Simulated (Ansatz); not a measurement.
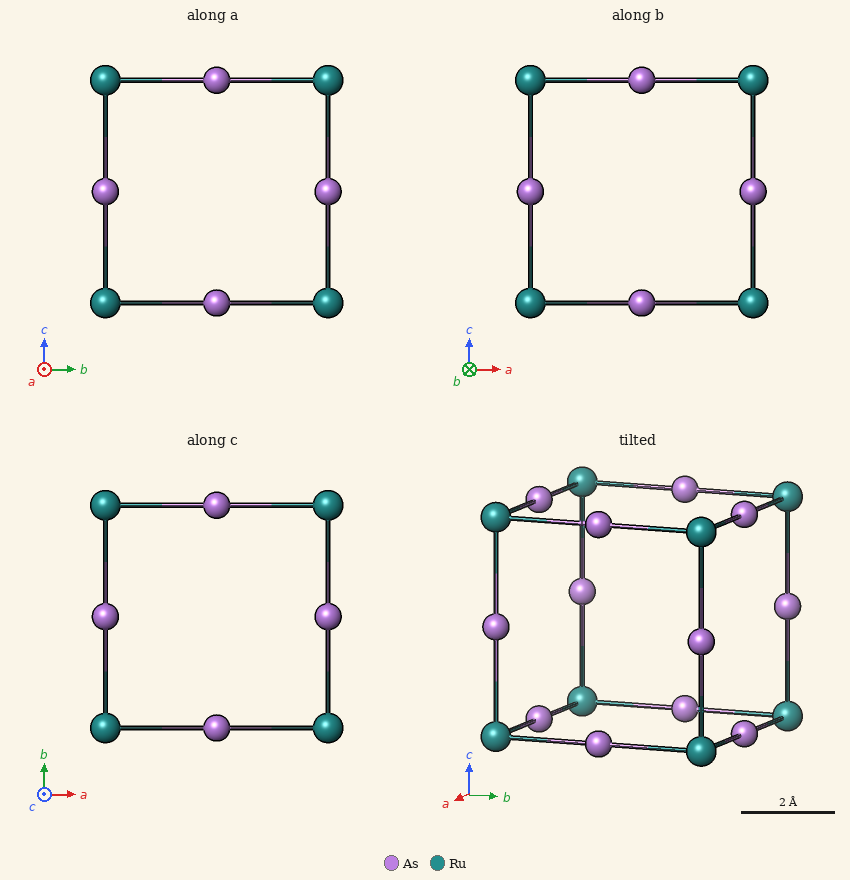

Crystal structure, ball-and-stick style, seen along the a axis, along the b axis, along the c axis and slightly off an axis. The parallelepiped is the conventional unit cell.

Lattice parameters: a = 4.8270 Å, b = 4.8270 Å, c = 4.8270 Å, α = 90.000°, β = 90.000°, γ = 90.000°.

**Write the structure as a CIF with its space group and independent sites.**

```cif
data_structure
_symmetry_space_group_name_H-M 'P m -3 m'
_symmetry_Int_Tables_number 221
_cell_length_a 4.8270
_cell_length_b 4.8270
_cell_length_c 4.8270
_cell_angle_alpha 90.000
_cell_angle_beta 90.000
_cell_angle_gamma 90.000
_cell_volume 112.47
loop_
_atom_site_label
_atom_site_type_symbol
_atom_site_symmetry_multiplicity
_atom_site_Wyckoff_symbol
_atom_site_fract_x
_atom_site_fract_y
_atom_site_fract_z
_atom_site_occupancy
As1 As 3 d 0.5000 0.0000 0.0000 1
Ru1 Ru 1 a 0.0000 0.0000 0.0000 1
```

It goes back to a random cell made by a generator, so it need not be a real form of the compound. Earlier steps of the study may have refined or changed the cell and positions. Ansatz was used for an electronic-structure calculation on it.
